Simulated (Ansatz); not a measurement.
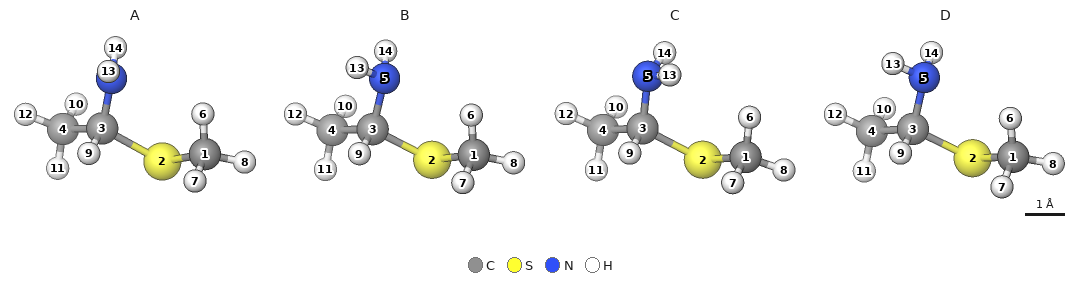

4 geometries from a converged minimum-energy path of C₃H₉NS, shuffled. The picture is a ball-and-stick view, seen at a tilt.

Computed with RKS PBE/def2-mTZVP (Ansatz). Run with 5 movable images; climbing image; force threshold 0.05 eV/Å; iteration limit 60; starting path by image-dependent pair potential.

One of them is the converged climbing image. Which?

A. In order along the path, whose images run from 0 to 6: C (image 1, +0.18 kcal/mol), A (image 3, +4.73 kcal/mol), B (image 5, +2.04 kcal/mol), D (image 6, +1.79 kcal/mol). The motion is an umbrella inversion at N5. No bond forms or breaks between the ends. Bond angles that change up to the highest image, for instance: H13–N5–H14 107.2° → 117.8°, C3–N5–H14 110.1° → 120.2°.
